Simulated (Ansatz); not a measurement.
Geometry relaxation of InH₅O₃ (part 2 of 2)

Continued. System: InH₅O₃. Method: RKS r2SCAN/def2-SVP (Ansatz 0.2.0). The input holds or restrains some coordinates. It belongs to a series of runs on one base structure; here: pulled along the bonds that form and break, towards end B.

Geometry of the input (Å):
```
In -0.3463  -0.9418  -1.7167
H  -0.3878  -0.1557  0.4275
O  0.0569  1.2248  -0.5815
O  -1.3149  -0.5298  0.5978
H  0.4333  0.2460  0.0308
O  1.2138  -0.7633  0.1421
H  0.8416  1.7563  -0.7230
H  -1.8712  0.2295  0.7883
H  1.3746  -1.0661  1.0348
```

Trajectory as extended XYZ, continued
```
9
Properties=species:S:1:pos:R:3:forces:R:3 step=3 energy=-11389.53755
In   -0.1597   -1.0659   -1.8344    0.7412  -0.0492   1.3410
H    -0.3525    0.0014    0.6817   -4.1276  -4.1021   2.3887
O     0.0205    1.2469   -0.5958   -0.3728   0.4343   0.0185
O    -1.2787   -0.5064    0.6058    1.3581   0.8949   0.5986
H     0.1702    0.5026    0.1035    3.3567   2.8753  -3.6764
O     1.2603   -1.0687   -0.0219   -0.4244   0.6864   1.6115
H     0.8467    1.7433   -0.7178    0.0851  -0.4323   0.2764
H    -1.8823    0.2294    0.7840   -0.2930   0.0800  -0.0971
H     1.3754   -1.0826    0.9949   -0.3232  -0.3872  -2.4612
9
Properties=species:S:1:pos:R:3:forces:R:3 step=4 energy=-11389.35527
In   -0.0081   -1.1880   -1.8459    0.5027   0.0652   1.0657
H    -0.3943    0.1077    0.7604   -3.7058  -4.4020   2.9450
O     0.0070    1.2677   -0.5820   -0.3709   0.5030  -0.0328
O    -1.2401   -0.4688    0.6455    0.6069   0.8208   0.8618
H     0.0513    0.6208    0.1988    3.2141   3.5003  -4.3871
O     1.2748   -1.1888   -0.1264   -0.0038   0.4142   1.2000
H     0.8536    1.7215   -0.7005    0.2073  -0.3271   0.3581
H    -1.9012    0.2328    0.7769   -0.2223  -0.1338  -0.1049
H     1.3570   -1.1049    0.8731   -0.2280  -0.4407  -1.9059
9
Properties=species:S:1:pos:R:3:forces:R:3 step=5 energy=-11389.49440
In    0.1511   -1.2703   -1.8461    0.0105   0.0070   0.3327
H    -0.4530    0.1811    0.7422   -3.3992  -3.8672   4.2247
O    -0.0559    1.3761   -0.5484    0.7531   0.2110   0.0348
O    -1.2699   -0.4196    0.8218    0.1391   0.9849   0.1887
H    -0.0503    0.6197    0.1341    3.1225   3.6229  -5.0570
O     1.3840   -1.1450   -0.1887   -0.0478   0.3018   0.7375
H     0.8861    1.6472   -0.6821   -0.8226  -0.5724   0.3989
H    -1.9576    0.2849    0.7841    0.3024  -0.5611   0.0027
H     1.3654   -1.2741    0.7834   -0.0579  -0.1269  -0.8631
9
Properties=species:S:1:pos:R:3:forces:R:3 step=6 energy=-11389.56772
In    0.1792   -1.2645   -1.8267    0.0210  -0.0397   0.3130
H    -0.4610    0.2350    0.7182   -2.8426  -3.7363   4.7440
O    -0.0736    1.4365   -0.5511    0.0588   0.0888  -0.1287
O    -1.2316   -0.3881    0.8918   -0.0162   0.5233  -0.0214
H    -0.0995    0.6633    0.0889    2.7395   3.2920  -4.9633
O     1.3833   -1.0458   -0.1498   -0.0436  -0.2450   1.4242
H     0.8749    1.5819   -0.6874    0.0820  -0.1519   0.1745
H    -1.9646    0.2437    0.7548    0.1074  -0.2773   0.0912
H     1.3929   -1.4620    0.7615   -0.1063   0.5462  -1.6336
9
Properties=species:S:1:pos:R:3:forces:R:3 step=7 energy=-11389.66142
In    0.2387   -1.2364   -1.8400   -0.0614  -0.0626   0.1408
H    -0.4965    0.2077    0.7163   -2.4124  -3.6596   4.8367
O    -0.0377    1.4208   -0.5490    0.4525   0.1051  -0.2904
O    -1.2948   -0.3683    0.9143    0.0718   0.3343  -0.0185
H    -0.1835    0.6496    0.0713    2.2455   3.4032  -4.9601
O     1.4306   -0.9382   -0.1662   -0.1547  -0.2167   1.0413
H     0.9313    1.3904   -0.6758   -0.2793  -0.1156   0.2976
H    -2.0045    0.2965    0.8314    0.1218  -0.2328   0.0500
H     1.4165   -1.4222    0.6978    0.0163   0.4447  -1.0975
9
Properties=species:S:1:pos:R:3:forces:R:3 step=8 energy=-11389.74270
In    0.2285   -1.2829   -1.8178   -0.0403   0.0985   0.1593
H    -0.5319    0.2312    0.6917   -1.7543  -3.5506   4.8057
O     0.0138    1.4158   -0.6155    1.6009  -0.6219   0.3734
O    -1.3123   -0.3483    0.9289   -0.0817   0.0716   0.0022
H    -0.2818    0.6919    0.0342    1.8424   3.9501  -5.3946
O     1.4018   -0.8137   -0.1534    0.0623  -0.6647   0.9834
H     1.0152    1.2723   -0.5453   -1.6762   0.0827   0.0167
H    -2.0518    0.2827    0.8767    0.1278  -0.1051   0.0371
H     1.5185   -1.4490    0.6006   -0.0810   0.7394  -0.9831
9
Properties=species:S:1:pos:R:3:forces:R:3 step=9 energy=-11389.79073
In    0.2345   -1.2230   -1.8457   -0.1109   0.0553   0.0262
H    -0.5566    0.2334    0.6843   -1.5815  -3.5855   5.1048
O     0.0785    1.3247   -0.6351    0.1552   0.0553   0.1039
O    -1.3523   -0.3242    0.9362    0.0482   0.1136  -0.0177
H    -0.3553    0.6791    0.0086    1.5994   3.7606  -5.5116
O     1.3884   -0.7623   -0.1747    0.2797  -0.2907   0.5915
H     1.0228    1.0921   -0.4588   -0.4582  -0.1413   0.0246
H    -2.0702    0.3310    0.9178    0.0571  -0.0829   0.0491
H     1.6102   -1.3509    0.5675    0.0111   0.1155  -0.3709
9
Properties=species:S:1:pos:R:3:forces:R:3 step=10 energy=-11389.82276
In    0.2717   -1.2079   -1.8252   -0.1579   0.0040  -0.0257
H    -0.5837    0.2785    0.6644   -1.4518  -3.5832   5.1747
O     0.0759    1.3676   -0.6299    0.2735  -0.3278   0.0207
O    -1.3607   -0.3030    0.9170   -0.0440   0.1308  -0.0307
H    -0.3950    0.7259   -0.0160    1.1938   3.6631  -5.3102
O     1.3365   -0.7621   -0.0872    0.8181  -0.9955   0.9544
H     0.9818    1.0103   -0.4693   -0.0829   0.1529   0.0920
H    -2.0935    0.3349    0.9457    0.0652  -0.0752   0.0309
H     1.7669   -1.4442    0.5006   -0.6139   1.0310  -0.9060
9
Properties=species:S:1:pos:R:3:forces:R:3 step=11 energy=-11389.86244
In    0.3539   -1.2126   -1.8409   -0.1559   0.0862  -0.0995
H    -0.6423    0.2579    0.6083   -1.4506  -3.4381   5.3047
O     0.1032    1.2977   -0.6550    0.0562  -0.0736  -0.0139
O    -1.4593   -0.2672    0.8565   -0.0132   0.1738   0.0642
H    -0.4525    0.6838   -0.0860    1.2019   3.5356  -5.3441
O     1.3107   -0.7619   -0.0387    0.1481   0.0760  -0.0174
H     0.9821    0.9621   -0.3562   -0.0268  -0.0122  -0.0503
H    -2.0746    0.4401    1.1144    0.0367  -0.1249  -0.0699
H     1.8788   -1.4000    0.3977    0.2036  -0.2228   0.2263
9
Properties=species:S:1:pos:R:3:forces:R:3 step=12 energy=-11389.86604
In    0.3602   -1.1922   -1.8445   -0.1624   0.0605  -0.1312
H    -0.6411    0.2602    0.6131   -1.4398  -3.3826   5.3596
O     0.1002    1.2826   -0.6666    0.0331  -0.0019  -0.0414
O    -1.4544   -0.2638    0.8736    0.0917   0.0502   0.0006
H    -0.4542    0.6788   -0.0865    1.1679   3.4490  -5.3627
O     1.3138   -0.7607   -0.0370    0.1717   0.0655   0.0186
H     0.9801    0.9610   -0.3572    0.0004  -0.0318  -0.0409
H    -2.0782    0.4404    1.1059   -0.0568   0.0033  -0.0204
H     1.8737   -1.4065    0.3992    0.1943  -0.2120   0.2177
9
Properties=species:S:1:pos:R:3:forces:R:3 step=13 energy=-11389.87268
In    0.3325   -1.1670   -1.8521   -0.1630   0.0155  -0.1244
H    -0.6263    0.2631    0.6360   -1.3874  -3.3559   5.3129
O     0.1012    1.2748   -0.6716   -0.0482   0.0148   0.0022
O    -1.4290   -0.2676    0.9082   -0.0076  -0.0032  -0.0011
H    -0.4420    0.6883   -0.0602    1.2134   3.4994  -5.4157
O     1.3164   -0.7632   -0.0559    0.3774  -0.1242   0.2345
H     0.9859    0.9494   -0.3793    0.0151  -0.0402  -0.0016
H    -2.0991    0.4194    1.0468    0.0069   0.0031  -0.0071
H     1.8604   -1.3974    0.4283   -0.0067  -0.0092   0.0003
```

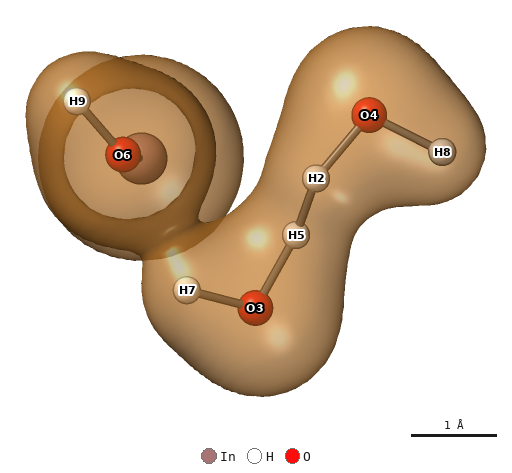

*Isosurface of the total electron density at 0.2 e/Å³ (orange), seen at an oblique angle.*

At this value the surface is in one piece. It is pinched off along the In···O (2.72 Å) contacts. On the grid the lowest density along these lines, outside the cores, is 0.16 e/Å³ (In···O, 2.72 Å), 0.55 e/Å³ (In–O, 2.09 Å), 0.93 e/Å³ (H–H, 0.84 Å) and 2.3 e/Å³ (O–H, 0.97 Å).

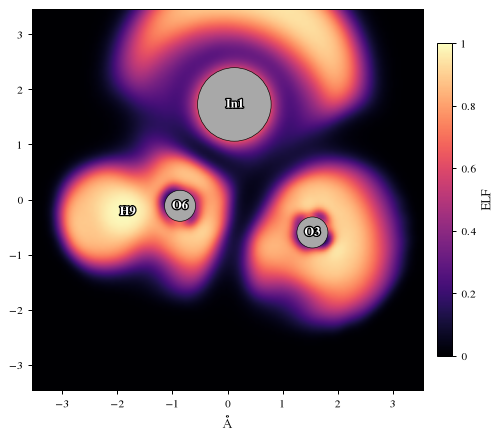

*Electron localisation function on the plane of atoms In1, O6 and H9. Grey discs, where drawn, cover atomic cores.*

The plane passes through In, O and H nuclei. In1···O3 (2.72 Å): the ELF is only about 0.10 between them. In–O (2.09 Å): the ELF peaks at about 0.85 in the valence shell of O, 0.6 Å from its nucleus, and drops to about 0.10 between the two atoms. O–H (0.97 Å): the ELF climbs to about 1 towards the hydrogen, as it does in any bond to H (a covalent bond by its length).

Summary

```tsv
quantity	value
outcome	converged under the restraints of the input
total energy	−11389.8727 eV
mean-field energy	−11389.8727 eV
largest force (length of the vector) at the end, held atoms and coordinates included	6.561 eV/Å
wall time	41 s (CPU time 80 s)
peak memory	0.15 GiB
```
